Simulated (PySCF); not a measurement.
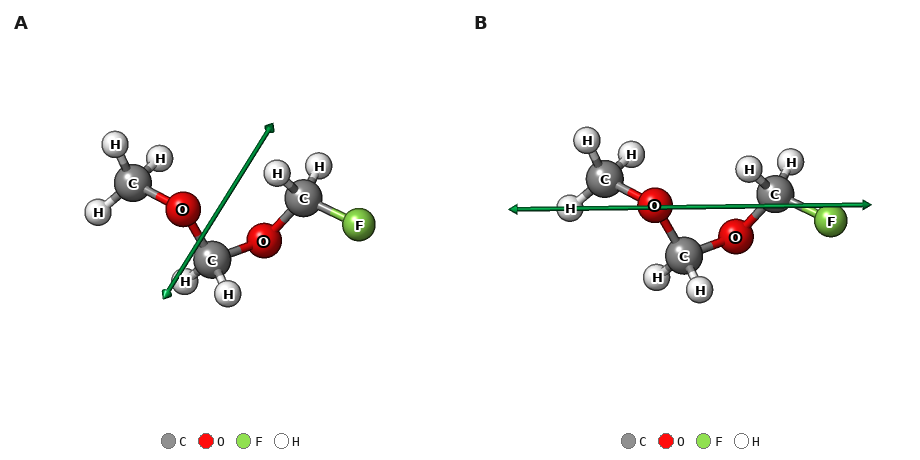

The double arrows show the directions of two transition dipoles from the ground state (lengths mean nothing). Geometry: a frame of a GFN2-xTB molecular-dynamics simulation, not a minimum. Level of theory: TDDFT PBE0/def2-SVPD, vertical, gas phase, core orbitals frozen in the response (PySCF 2.14.0).

> One belongs to singlet state 3 and one to singlet state 4. Which is which?

A: state 3, 7.98 eV (155 nm), oscillator strength 0.019, mainly HOMO → LUMO+1 (weight 0.67).
B: state 4, 8.42 eV (147 nm), oscillator strength 0.020, mainly HOMO−1 → LUMO+1 (weight 0.59).
